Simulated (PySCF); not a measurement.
# CH₈B₂OSi (SMILES BB[SiH2]OC): what the fields show

Input

```
{"job": {"kind": "nmr", "xc": "PBE0", "basis": "pcSseg-1"}, "charge": 0, "multiplicity": 1}
B      2.348987     0.453319     0.761516
B      1.864469    -0.538453    -0.389479
Si    -0.049812    -0.707704    -0.770909
O     -0.810249     0.327489     0.241902
C     -2.180118     0.555894     0.348598
H      2.446855     0.129363     1.887386
H      2.590732     1.588455     0.573174
H      2.521924    -1.224104    -1.078723
H     -0.627137    -2.061538    -0.581844
H     -0.471335    -0.385660    -2.156938
H     -2.614077     0.796448    -0.625065
H     -2.689081    -0.327223     0.743605
H     -2.335547     1.394199     1.029050
```

Run with:

```sh
OMP_NUM_THREADS=1 python probes_run.py task.json out
```

Geometry: GFN2-xTB.

The calculation used PBE0/pcSseg-1, SCF density, gas phase, non-relativistic (PySCF).

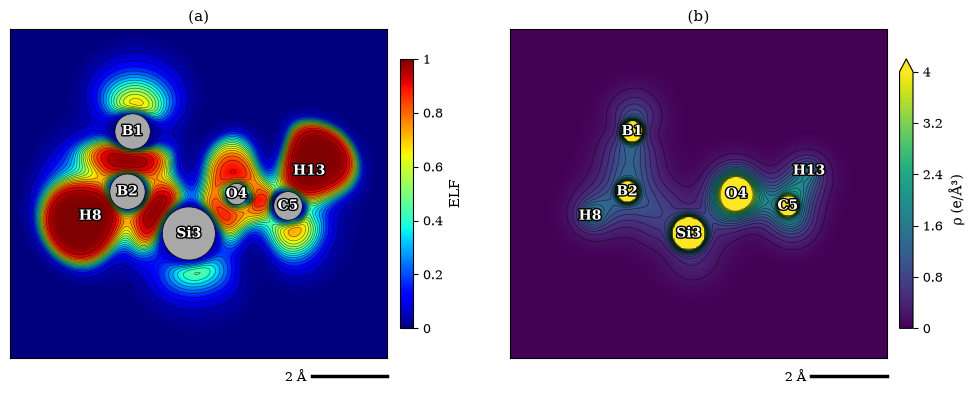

Figure 1. (a) ELF; (b) total electron density on the plane of atoms B1, B2 and H8. Grey discs cover the atomic cores in the ELF map.

### Read the bonding off the picture.

The plane passes through B, Si, O, C and H nuclei. C–O (1.39 Å): ρ is about 2.1 e/Å³ halfway, with its minimum of 1.8 e/Å³ about 0.5 Å from C; the ELF peaks at about 0.90 between the atoms; a shared but strongly polarised pair. B–B (1.59 Å): ρ is about 1.2 e/Å³ halfway; the ELF peaks at about 1 between the atoms (localised, covalent bonding). Si–O (1.64 Å): ρ is about 1.1 e/Å³ halfway; the ELF peaks at about 0.85 between the atoms, as expected for a shared but strongly polarised pair. Si–B (1.96 Å): the density is about 0.84 e/Å³ at the midpoint; the ELF peaks at about 1 between the atoms (a shared electron pair). C–H (1.09 Å): ρ at the midpoint is about 2 e/Å³; the ELF climbs to about 1 towards the hydrogen, as it does in any bond to H (an ordinary covalent bond to hydrogen). The ELF also peaks beside O4, away from the bonds: lone-pair regions.

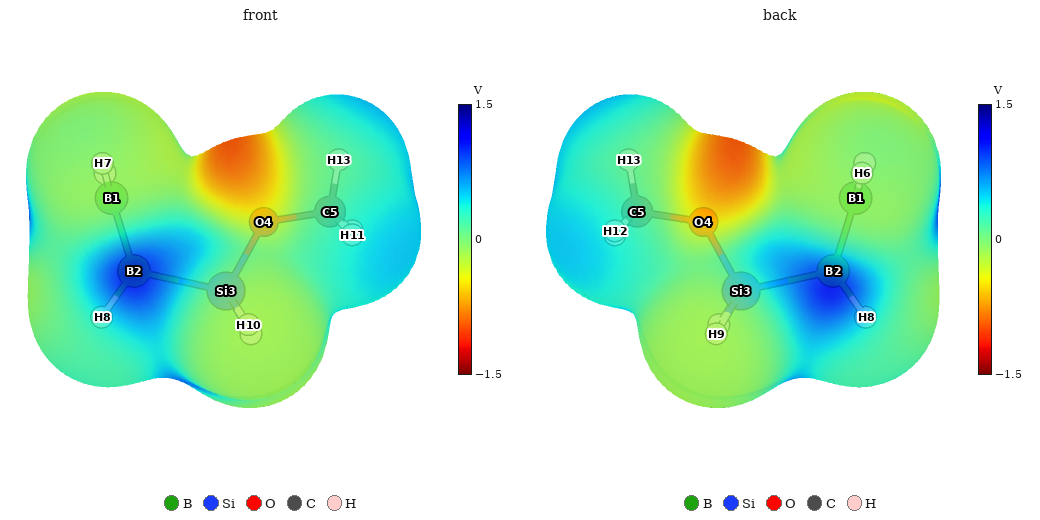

Figure 2. The electrostatic potential painted on the density surface at 0.001 e/bohr³, seen from the front and from behind; red is negative and blue positive.

### Which sites attract a positive test charge, and which a negative one?

A positive charge is drawn to the negative regions and a negative charge to the positive ones. The most negative region (about −0.9 V) lies over O4, the most positive (about +1.0 V) over B1 and B2.

### How polar is the molecule by this calculation?

Its dipole moment is 0.71 D.
